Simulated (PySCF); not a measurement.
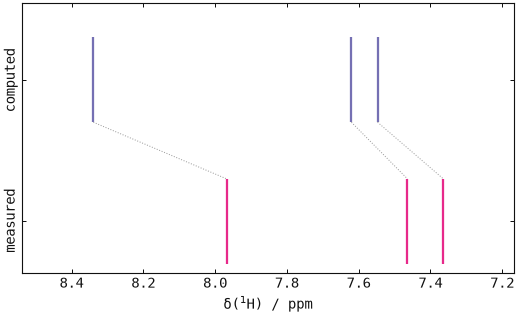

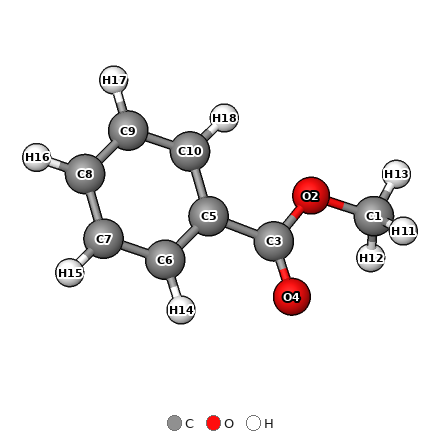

¹H shifts of C₈H₈O₂ (methyl benzoate), SMILES COC(=O)c1ccccc1 against TMS: GIAO PBE0/pcSseg-1 (PySCF 2.14.0) for one gas-phase conformer (PBE0-D3(BJ)/def2-SVP, like atoms averaged) above, published measurements (CCl4) below; dotted lines join the same nuclei. Only nuclei with a measured value are shown, one named for each set of like atoms.

### How well does the calculation match?

Mean error 0.24 ppm, mean absolute error 0.24 ppm; the largest is 0.37 ppm, for H on C6.

### Assign the lines.

| nucleus | computed | measured |
| --- | --- | --- |
| H on C6 | 8.34 | 7.97 |
| H on C8 | 7.62 | 7.46 |
| H on C7 | 7.55 | 7.36 |
